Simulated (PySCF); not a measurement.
# CH6NOPSi: the cost of one run

Programs: PySCF 2.14.0, with density-fitted response routines of our own. Each step states its level of theory. These are calculated values for one molecule in the gas phase, unless marked as measured. Atoms are numbered from 0 throughout.

## 1. The molecule as given

11 atoms, charge 0, multiplicity 1; geometry from: PBE0-D3(BJ)/def2-SVP.

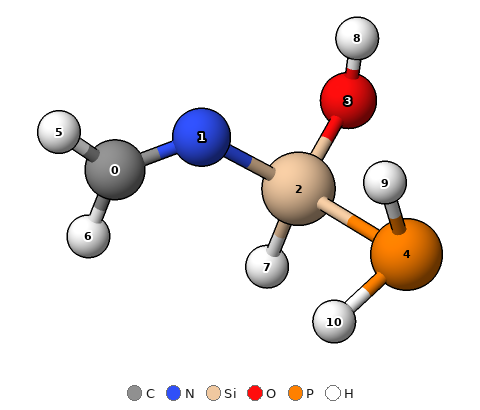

The starting geometry (carbon grey, nitrogen blue, silicon light orange, oxygen red, phosphorus orange, hydrogen white), atoms numbered; sticks join atoms by distance.

## 2. Shielding tensors: PBE0/6-31G*

What the job is given:

```
{"job": {"kind": "nmr", "xc": "PBE0", "basis": "6-31G*", "pop": true}, "charge": 0, "multiplicity": 1}
C     -1.430692    -1.259767     0.631873
N     -0.684237    -0.249481     0.753604
Si     0.055877     0.653815    -0.553033
O     -0.286347     2.259302    -0.316857
P      2.278845     0.241756    -0.527194
H     -1.843173    -1.767158     1.524558
H     -1.727483    -1.711084    -0.340103
H     -0.481459     0.307570    -1.902939
H     -0.207752     2.574738     0.588955
H      2.302755     0.076979     0.892941
H      2.062060    -1.151953    -0.767536
```

Method: GIAO PBE0/6-31G* NMR shielding, non-relativistic, gas phase.

Launch:

```sh
$ OMP_NUM_THREADS=1 python probes_run.py task.json out
```

The driver reads the jobs from task.json and runs them one after another.

**Question.** How long does this first job take on 1 thread of Arm Neoverse V2, shared host, and how much memory does it need?

About 8.4 s, with a peak of 0.49 GiB.
